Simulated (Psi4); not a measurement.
**BGeH5 (SMILES [BH2][GeH3]): HF/cc-pVQZ-DK (sfX2C, density fitting with def2-universal-jkfit, sweep point 3)**

Aim: the vertical singlet–triplet gap of BGeH5 at HF/cc-pVQZ-DK (sfX2C, density fitting with def2-universal-jkfit, sweep point 3), from 2 runs. 

Program for the calculation: Psi4 1.11.

**1. The structure to begin with**

BGeH5 has 7 atoms, charge 0, and is taken as a singlet. SMILES: `[BH2][GeH3]`. The coordinates come from a PBE0-D4/def2-TZVP relaxation.

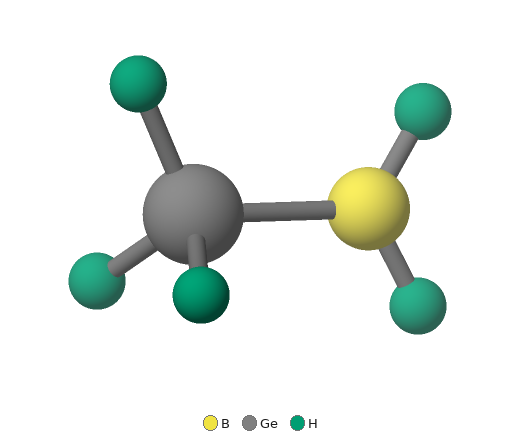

Viewed from a chosen angle; boron yellow, germanium grey, hydrogen teal.

**2. The energy at HF/cc-pVQZ-DK (sfX2C, density fitting with def2-universal-jkfit, sweep point 3)**

Contents of calc.inp:

```
memory 1600 mb

molecule geom {
  0 1
  B      0.01417295    -2.30508793     0.50663557
  Ge     0.09240761     1.48551371    -0.34657577
  H     -1.97362996    -3.37240524     0.59110633
  H      1.88537975    -3.49467052     0.92332018
  H     -1.13591437     1.92695373    -2.95213015
  H     -1.51140295     2.95968906     1.58869275
  H      2.74482720     2.67150582    -0.39740940
  units bohr
  symmetry c1
}

set {
  puream true
  scf_type df
  df_basis_scf def2-universal-jkfit
  relativistic x2c
}

e, wfn = energy("scf/cc-pVQZ-DK", return_wfn=True)
```

Command:

```sh
psi4 -n 1 calc.inp calc.out
```

calc.out:

```text
[...]
  Running in c1 symmetry.
[...]
  Nuclear repulsion =   94.851367605589644
[...]
  Multiplicity = 1
[...]
  Nalpha       = 21
  Nbeta        = 21
[...]
    Number of basis functions: 273
[...]
    WARNING: The X2C and Dirac Hamiltonians have substatially different eigenvalues!
             This is probably caused by the recontraction of the basis set.
[...]
   @DF-RHF iter   1: -2123.26687121582336   -3.31915e+00   9.28130e-03 DIIS/ADIIS
[...]
   @DF-RHF iter   8: -2124.67724366264247   -7.80483e-08   1.87402e-07 DIIS
[...]
    Orbital Energies [Eh]
    ---------------------
    Doubly Occupied:
       1A   -410.789326     2A    -53.403018     3A    -46.497936
       4A    -46.497833     5A    -46.497569     6A     -7.628439
       7A     -7.378250     8A     -5.188242     9A     -5.187967
      10A     -5.187158    11A     -1.581062    12A     -1.580966
      13A     -1.578794    14A     -1.577004    15A     -1.576631
      16A     -0.759725    17A     -0.660450    18A     -0.515711
      19A     -0.462154    20A     -0.453469    21A     -0.409946
[...]
  @DF-RHF Final Energy: -2124.67724366264247
   => Energetics <=
    Nuclear Repulsion Energy =             94.8513676055896440
    One-Electron Energy =               -3148.2342443578145321
    Two-Electron Energy =                 928.7056330895827614
    Total Energy =                      -2124.6772436626424678
[...]
 Multipole Moments:
 ------------------------------------------------------------------------------------
     Multipole            Electronic (a.u.)      Nuclear  (a.u.)        Total (a.u.)
 ------------------------------------------------------------------------------------
 L = 1.  Multiply by 2.5417464519 to convert [e a0] to [Debye]
 Dipole X            :          0.2549685           -0.2288497            0.0261188
 Dipole Y            :          2.7836294           -3.0386751           -0.2550457
 Dipole Z            :         -0.6075898            0.6681663            0.0605765
 Magnitude           :                                                    0.2634388
[...]
```

Wall time 6.9 s (1 thread of Intel Xeon 6975P-C (Granite Rapids), shared host); peak memory 0.86 GiB.

**3. The triplet**

Contents of bgeh5.in:

```
memory 1.6 GB

molecule geom {
  0 3
  B      0.01417295    -2.30508793     0.50663557
  Ge     0.09240761     1.48551371    -0.34657577
  H     -1.97362996    -3.37240524     0.59110633
  H      1.88537975    -3.49467052     0.92332018
  H     -1.13591437     1.92695373    -2.95213015
  H     -1.51140295     2.95968906     1.58869275
  H      2.74482720     2.67150582    -0.39740940
  units au
  symmetry c1
}

set reference uhf
set puream true
set scf_type df
set maxiter 100
set df_basis_scf def2-universal-jkfit
set relativistic x2c

E, wfn = energy("hf/cc-pVQZ-DK", return_wfn=True)
print_variables()
```

Command:

```sh
psi4 -n 1 bgeh5.in bgeh5.out
```

bgeh5.out:

```text
[...]
  Running in c1 symmetry.
[...]
  Nuclear repulsion =   94.851367605589644
[...]
  Multiplicity = 3
[...]
  Nalpha       = 22
  Nbeta        = 20
[...]
    Number of basis functions: 273
[...]
    WARNING: The X2C and Dirac Hamiltonians have substatially different eigenvalues!
             This is probably caused by the recontraction of the basis set.
[...]
   @DF-UHF iter   1: -2123.04768616343745   -3.09997e+00   9.29601e-03 DIIS/ADIIS
[...]
   @DF-UHF iter  13: -2124.48823606463793   -6.24139e-07   9.29038e-07 DIIS
[...]
   @S^2 Observed:                2.032197881E+00
[...]
    Orbital Energies [Eh]
    ---------------------
    Alpha Occupied:
       1A   -410.779464     2A    -53.392910     3A    -46.487903
       4A    -46.487851     5A    -46.487477     6A     -7.622734
       7A     -7.367933     8A     -5.178405     9A     -5.178069
      10A     -5.176662    11A     -1.572228    12A     -1.571371
      13A     -1.568718    14A     -1.567401    15A     -1.566933
      16A     -0.826013    17A     -0.703189    18A     -0.637196
      19A     -0.459837    20A     -0.457039    21A     -0.425381
      22A     -0.300717
    Alpha Virtual:
      23A      0.094242    24A      0.126777    25A      0.138162
[...]
  @DF-UHF Final Energy: -2124.48823606463793
   => Energetics <=
    Nuclear Repulsion Energy =             94.8513676055896440
    One-Electron Energy =               -3148.2736091658689475
    Two-Electron Energy =                 928.9340054956414860
    Total Energy =                      -2124.4882360646379311
  UHF NO Occupations:
  HONO-2 :   20  A 1.9907418
  HONO-1 :   21  A 1.0000000
[...]
 Multipole Moments:
 ------------------------------------------------------------------------------------
     Multipole            Electronic (a.u.)      Nuclear  (a.u.)        Total (a.u.)
 ------------------------------------------------------------------------------------
 L = 1.  Multiply by 2.5417464519 to convert [e a0] to [Debye]
 Dipole X            :          0.2732598           -0.2288497            0.0444101
 Dipole Y            :          2.3142894           -3.0386751           -0.7243857
 Dipole Z            :         -0.4998736            0.6681663            0.1682927
 Magnitude           :                                                    0.7450029
[...]
```

Run time: 10 s. Hardware: 1 thread of Intel Xeon 6975P-C (Granite Rapids), shared host; peak memory 0.86 GiB.

**4. What came out**

At HF/cc-pVQZ-DK (sfX2C, density fitting with def2-universal-jkfit, sweep point 3):

| quantity | value |
| --- | --- |
| singlet: total energy | -2124.67724 Eh |
| singlet: dipole moment | 0.67 D |
| singlet: HOMO energy | -11.16 eV |
| singlet: LUMO energy | 1.06 eV |
| singlet: HOMO–LUMO gap | 12.21 eV |
| triplet: total energy | -2124.48824 Eh |
| triplet: dipole moment | 1.89 D |
| triplet: HOMO energy (highest over α and β) | -8.18 eV |
| triplet: LUMO energy (lowest over α and β) | -3.30 eV |
| triplet: ⟨S²⟩ | 2.032 |
| vertical energy of the triplet above the singlet | 5.143 eV |

At this shape the triplet lies 5.14 eV (119 kcal/mol) above the singlet.
